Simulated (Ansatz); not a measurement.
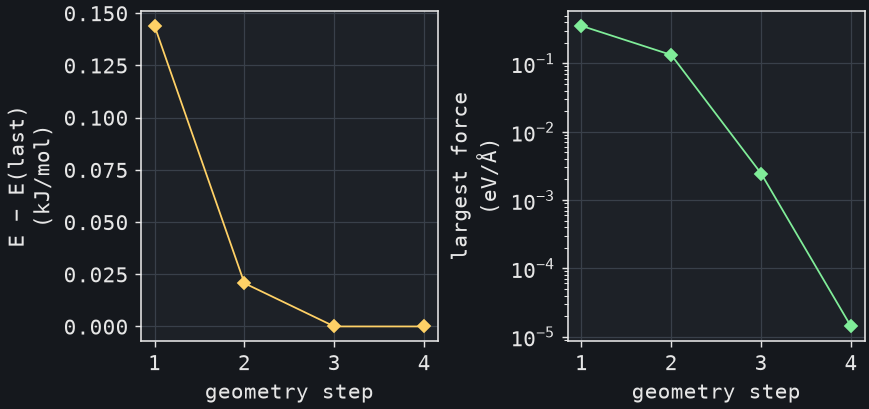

History of a geometry optimisation. The run: F₂, by PBE0/def2-SVP, Gaussian basis in Ansatz.

The optimisation met its thresholds at geometry 4, counting the start as the first. The energy fell by about 0.14 kJ/mol from the first step to the last. The largest force goes from about 0.35 eV/Å at the start to 1.4 × 10⁻⁵ eV/Å at the end.
